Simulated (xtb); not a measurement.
**Calculation of the molecule and its ions, with input and output: C₅H₇ (charge +1)**

System: C₅H₇, charge +1.
Method: GFN1-xTB (xtb 6.7.1).

The geometry was optimised with GFN2-xTB.

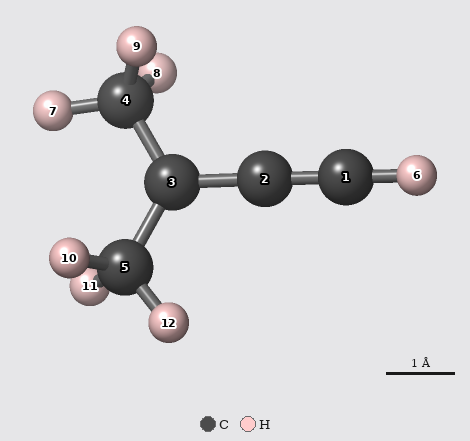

Figure 1. The structure (ball-and-stick view, seen at a tilt; atoms are numbered from 1 in the order of the input). Bond lengths as drawn: C–C 1.21 to 1.45 Å and C–H 1.06 to 1.10 Å.

### Results in brief

```csv
quantity,value
outcome,converged
electrons treated,26
total energy,−13.765751 hartree
dispersion energy,−0.003786 hartree
basis functions,34
hardware,"1 thread of Intel Xeon @ 2.50GHz (Skylake/Cascade Lake), 189 GiB of memory available, shared host"
peak memory,0.073 GiB
```

Settings chosen away from the usual ones: method = gfn2-xtb; task = vipea; x = {"accuracy": 0.1}; geo = {"prev": "A"}.

### Input file (mol.xyz)
```
12
C5H7
C     -0.83500     2.37525     0.21306
C     -0.43852     1.23490     0.11504
C      0.02917    -0.06268    -0.01268
C     -0.53161    -1.10089     0.83199
C      1.06454    -0.34731    -0.98559
H     -1.18251     3.36881     0.30069
H     -0.10020    -2.08103     0.64490
H     -1.62072    -1.13722     0.71214
H     -0.40982    -0.83136     1.88786
H      1.91646    -0.82595    -0.48804
H      0.71168    -1.11973    -1.67978
H      1.39654     0.52721    -1.53960
```

Launched with:
```bash
xtb --acc 0.1 --vipea -c 1 --uhf 0 --gfn 2 -- mol.xyz | tee run.log
```

### What the program printed
```
* xtb version 6.7.1
   ID    Z sym.   atoms
    1    6 C      1-5
    2    1 H      6-12

           -------------------------------------------------
          |                Calculation Setup                |
           -------------------------------------------------

          program call               : xtb --acc 0.1 --vipea -c 1 --uhf 0 --gfn 2 -- mol.xyz
          coordinate file            : mol.xyz
          omp threads                :                     1

           -------------------------------------------------
          |                 G F N 1 - x T B                 |
           -------------------------------------------------

      * Hamiltonian:
        H0-scaling (s, p, d)           1.850000    2.250000    2.000000
        zeta-weighting                 0.000000
      * Dispersion:
        s8                             2.400000
        a1                             0.630000
        a2                             5.000000
        s9                             0.000000
      * Repulsion:
        kExp                           1.500000
        rExp                           1.000000
      * Coulomb:
        alpha                          2.000000
        third order                    atomic
        anisotropic                    false
      * Halogen bond correction:
        rad-scale                      1.300000
        damping                        0.440000

          ...................................................
          :                      SETUP                      :
          :.................................................:
          :  # basis functions                  34          :
          :  # atomic orbitals                  34          :
          :  # shells                           24          :
          :  # electrons                        26          :
          :  # halogen bonds                     0          :
          :  max. iterations                   250          :
          :  Hamiltonian                  GFN1-xTB          :
          :  restarted?                      false          :
          :  GBSA solvation                  false          :
          :  PC potential                    false          :
          :  electronic temp.          300.0000000     K    :
          :  accuracy                    0.1000000          :
          :  -> integral cutoff          0.3500000E+02      :
          :  -> integral neglect         0.1000000E-08      :
          :  -> SCF convergence          0.1000000E-06 Eh   :
          :  -> wf. convergence          0.2000000E-05 e    :
          :  Broyden damping             0.4000000          :
          :  net charge                          1          :
          :  unpaired electrons                  0          :
          ...................................................

 iter      E             dE          RMSdq      gap      omega  full diag
   1    -14.0096129 -0.140096E+02  0.837E+00    2.94       0.0  T
   2    -14.0487534 -0.391405E-01  0.505E+00    2.40       1.0  T
   3    -14.0064376  0.423157E-01  0.222E+00    3.21       1.0  T
   4    -14.0560487 -0.496111E-01  0.420E-01    2.71       1.0  T
   5    -14.0570772 -0.102851E-02  0.816E-02    2.67       1.0  T
   6    -14.0571021 -0.249365E-04  0.156E-02    2.66       1.9  T
   7    -14.0571036 -0.141897E-05  0.349E-03    2.66       8.3  T
   8    -14.0571036  0.601691E-08  0.193E-03    2.66      15.0  T
   9    -14.0571036 -0.440522E-07  0.335E-04    2.66      86.3  T
  10    -14.0571036 -0.148225E-09  0.105E-04    2.66     273.8  T
  11    -14.0571036 -0.683507E-10  0.167E-05    2.66    1724.1  T
  12    -14.0571036 -0.203393E-11  0.357E-06    2.66    8092.4  T

   *** convergence criteria satisfied after 12 iterations ***

         #    Occupation            Energy/Eh            Energy/eV
      -------------------------------------------------------------
         1        2.0000           -0.8958742             -24.3780
       ...           ...                  ...                  ...
         7        2.0000           -0.7635354             -20.7769
         8        2.0000           -0.7585372             -20.6408
         9        2.0000           -0.7228938             -19.6709
        10        2.0000           -0.7123536             -19.3841
        11        2.0000           -0.7111695             -19.3519
        12        2.0000           -0.6955789             -18.9277
        13        2.0000           -0.6761531             -18.3991 (HOMO)
        14                         -0.5785259             -15.7425 (LUMO)
        15                         -0.4264748             -11.6050
        16                         -0.3822540             -10.4017
        17                         -0.3338704              -9.0851
        18                         -0.3251057              -8.8466
       ...                                ...                  ...
        34                          1.1868067              32.2947
      -------------------------------------------------------------
                  HL-Gap            0.0976272 Eh            2.6566 eV
             Fermi-level           -0.6273395 Eh          -17.0708 eV

 SCC (total)                   0 d,  0 h,  0 min,  0.028 sec
 SCC setup                      ...        0 min,  0.000 sec (  0.848%)
 Dispersion                     ...        0 min,  0.000 sec (  0.377%)
 classical contributions        ...        0 min,  0.000 sec (  0.156%)
 integral evaluation            ...        0 min,  0.006 sec ( 21.828%)
 iterations                     ...        0 min,  0.008 sec ( 30.278%)
 molecular gradient             ...        0 min,  0.013 sec ( 44.961%)
 printout                       ...        0 min,  0.000 sec (  1.391%)

         :::::::::::::::::::::::::::::::::::::::::::::::::::::
         ::                     SUMMARY                     ::
         :::::::::::::::::::::::::::::::::::::::::::::::::::::
         :: total energy             -13.765751399047 Eh    ::
         :: gradient norm              0.016078122562 Eh/a0 ::
         :: HOMO-LUMO gap              2.656570755425 eV    ::
         ::.................................................::
         :: SCC energy               -14.057103606139 Eh    ::
         :: -> electrostatic           0.112953304833 Eh    ::
         :: repulsion energy           0.295137830575 Eh    ::
         :: dispersion energy         -0.003785623483 Eh    ::
         :: halogen bond corr.         0.000000000000 Eh    ::
         :: add. restraining           0.000000000000 Eh    ::
         :: total charge               1.000000000000 e     ::
         :::::::::::::::::::::::::::::::::::::::::::::::::::::

           -------------------------------------------------
          |        vertical delta SCC IP calculation        |
           -------------------------------------------------

 iter      E             dE          RMSdq      gap      omega  full diag
   1    -13.2040480 -0.132040E+02  0.178E+00    2.66       0.0  T
   2    -13.1421654  0.618826E-01  0.210E+00    2.68       1.0  T
   3    -13.2336783 -0.915128E-01  0.117E+00    2.85       1.0  T
   4    -13.2531747 -0.194965E-01  0.525E-01    2.99       1.0  T
   5    -13.2540704 -0.895705E-03  0.345E-01    2.98       1.0  T
   6    -13.2499391  0.413130E-02  0.497E-01    2.92       1.0  T
   7    -13.2556419 -0.570272E-02  0.191E-01    2.97       1.0  T
   8    -13.2566125 -0.970593E-03  0.489E-02    2.98       1.0  T
   9    -13.2566702 -0.577303E-04  0.169E-02    2.98       1.7  T
  10    -13.2566702  0.759703E-08  0.156E-02    2.98       1.8  T
  11    -13.2566772 -0.703773E-05  0.135E-03    2.98      21.3  T
  12    -13.2566763  0.937433E-06  0.574E-03    2.98       5.0  T
  13    -13.2566772 -0.924966E-06  0.945E-04    2.98      30.6  T
  14    -13.2566772 -0.248565E-07  0.160E-04    2.98     180.3  T
  15    -13.2566772 -0.712872E-09  0.889E-06    2.98    3247.7  T
  16    -13.2566772  0.721734E-11  0.169E-05    2.98    1703.1  T
     SCC iter.                  ...        0 min,  0.009 sec
     gradient                   ...        0 min,  0.012 sec
------------------------------------------------------------------------
empirical IP shift (eV):    4.8455
delta SCC IP (eV):   16.9352
------------------------------------------------------------------------
           -------------------------------------------------
          |        vertical delta SCC EA calculation        |
           -------------------------------------------------

 iter      E             dE          RMSdq      gap      omega  full diag
   1    -14.4486387 -0.144486E+02  0.260E+00    3.72       0.0  T
   2    -14.5095112 -0.608726E-01  0.141E+00    3.69       1.0  T
   3    -14.5128012 -0.329000E-02  0.780E-01    3.92       1.0  T
   4    -14.5129790 -0.177833E-03  0.462E-01    3.83       1.0  T
   5    -14.5133854 -0.406384E-03  0.104E-01    3.88       1.0  T
   6    -14.5134347 -0.492448E-04  0.137E-02    3.87       2.1  T
   7    -14.5134364 -0.177277E-05  0.193E-03    3.87      15.0  T
   8    -14.5134365 -0.102207E-07  0.535E-04    3.87      54.0  T
   9    -14.5134365 -0.119094E-08  0.114E-04    3.87     253.9  T
  10    -14.5134365 -0.102693E-09  0.264E-05    3.87    1092.9  T
  11    -14.5134365 -0.321521E-11  0.128E-05    3.87    2260.3  T
  12    -14.5134365 -0.100364E-11  0.181E-06    3.87   15923.1  T
     SCC iter.                  ...        0 min,  0.007 sec
     gradient                   ...        0 min,  0.012 sec
------------------------------------------------------------------------
empirical EA shift (eV):    4.8455
delta SCC EA (eV):    7.5719
------------------------------------------------------------------------
           -------------------------------------------------
          |                Property Printout                |
           -------------------------------------------------

    * Orbital Energies and Occupations

         #    Occupation            Energy/Eh            Energy/eV
      -------------------------------------------------------------
         1        2.0000           -0.6592979             -17.9404
         2        2.0000           -0.6415834             -17.4584
         3        2.0000           -0.6255150             -17.0211
         4        2.0000           -0.6033220             -16.4172
         5        2.0000           -0.5631344             -15.3237
         6        2.0000           -0.5461089             -14.8604
         7        2.0000           -0.5434546             -14.7882
         8        2.0000           -0.5369651             -14.6116
         9        2.0000           -0.5147313             -14.0066
        10        2.0000           -0.4979998             -13.5513
        11        2.0000           -0.4903757             -13.3438
        12        2.0000           -0.4602086             -12.5229
        13        2.0000           -0.4388103             -11.9406
        14        1.0000           -0.3331928              -9.0666 (HOMO)
        15                         -0.1909534              -5.1961 (LUMO)
        16                         -0.1410321              -3.8377
        17                         -0.1359185              -3.6985
        18                         -0.1250001              -3.4014
        19                         -0.0836375              -2.2759
        20                         -0.0758499              -2.0640
        21                         -0.0712185              -1.9380
        22                         -0.0608112              -1.6548
        23                         -0.0530327              -1.4431
        24                          0.1239307               3.3723
        25                          0.1679959               4.5714
       ...                                ...                  ...
        34                          1.4250357              38.7772
      -------------------------------------------------------------
                  HL-Gap            0.1422393 Eh            3.8705 eV
             Fermi-level           -0.3240373 Eh           -8.8175 eV

  Mulliken/CM5 charges         n(s)   n(p)   n(d)
     1C    -0.11093 -0.16326   1.089  3.022  0.000
     2C    -0.03295 -0.03917   1.098  2.935  0.000
     3C    -0.00093 -0.02427   1.069  2.932  0.000
     4C    -0.07580 -0.21951   1.002  3.074  0.000
     5C    -0.07349 -0.21704   1.002  3.071  0.000
     6H     0.05625  0.11089   0.944  0.000  0.000
     7H     0.03286  0.08584   0.967  0.000  0.000
     8H     0.04317  0.09531   0.957  0.000  0.000
     9H     0.04327  0.09539   0.957  0.000  0.000
    10H     0.03942  0.09143   0.961  0.000  0.000
    11H     0.03970  0.09169   0.960  0.000  0.000
    12H     0.03944  0.09270   0.961  0.000  0.000

Wiberg/Mayer (AO) data.
largest (>0.10) Wiberg bond orders for each atom

 ---------------------------------------------------------------------------
     #   Z sym  total        # sym  WBO       # sym  WBO       # sym  WBO
 ---------------------------------------------------------------------------
     1   6 C    3.899 --     2 C    2.641     6 H    0.983     3 C    0.177
     2   6 C    3.986 --     1 C    2.641     3 C    1.293
     3   6 C    3.659 --     2 C    1.293     5 C    1.050     4 C    1.047
                             1 C    0.177
     4   6 C    3.997 --     3 C    1.047     7 H    0.984     8 H    0.958
                             9 H    0.958
     5   6 C    3.997 --     3 C    1.050    12 H    0.983    10 H    0.957
                            11 H    0.957
     6   1 H    0.994 --     1 C    0.983
     7   1 H    1.002 --     4 C    0.984
     8   1 H    1.008 --     4 C    0.958
     9   1 H    1.008 --     4 C    0.958
    10   1 H    1.007 --     5 C    0.957
    11   1 H    1.007 --     5 C    0.957
    12   1 H    1.005 --     5 C    0.983
 ---------------------------------------------------------------------------

Topologies differ in total number of bonds
Writing topology from bond orders to xtbtopo.mol

 dipole moment from electron density (au)
     X       Y       Z
   0.1272  -0.4369  -0.0131  total (Debye):    1.157

           -------------------------------------------------
          | TOTAL ENERGY              -14.222084251442 Eh   |
          | GRADIENT NORM               0.062656060051 Eh/α |
          | HOMO-LUMO GAP               3.870529651388 eV   |
           -------------------------------------------------

------------------------------------------------------------------------
------------------------------------------------------------------------
 total:
 *  cpu-time:     0 d,  0 h,  0 min,  0.097 sec
 * ratio c/w:     0.986 speedup
 SCF:
 *  cpu-time:     0 d,  0 h,  0 min,  0.079 sec
 * ratio c/w:     0.988 speedup
```

### Standard error
```
normal termination of xtb
```
